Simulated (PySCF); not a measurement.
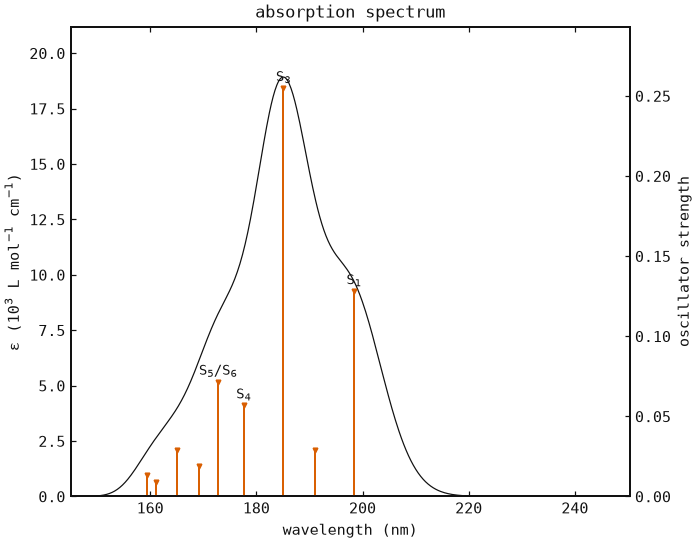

Vertical TDDFT excitations, CAM-B3LYP/def2-SVPD with PySCF, at a PBE0-D3(BJ)/def2-SVP geometry (no frequency check), gas phase. The lowest 10 singlet states are shown; each is broadened by a Gaussian of 1/e half-width 0.25 eV. Sticks give oscillator strengths (right axis). States within 0.01 eV of each other are merged, with their strengths summed. The highest state may be half of a pair whose partner wasn't computed.

Question: Whose absorption spectrum is this?
A. C₇H₈Se, SMILES C#CC[Se]C(=C)C=C
B. C₇H₁₀OS, SMILES C=C[C@@H]1C=C[S@@](=O)CC1
C. C₅H₁₄OSi₂, SMILES C=C(C)[Si@@](O)([SiH3])CC
D. C₅H₁₀, SMILES CC1(C)CC1

Answer: Option C. Its lowest singlet lies at 6.25 eV (f = 0.128) and the brightest of those computed is S3 at 6.70 eV (185 nm), f = 0.255, mainly HOMO → LUMO+1 (66 %).

Known limits of this run: one conformer of a flexible molecule; core orbitals are frozen in the response.
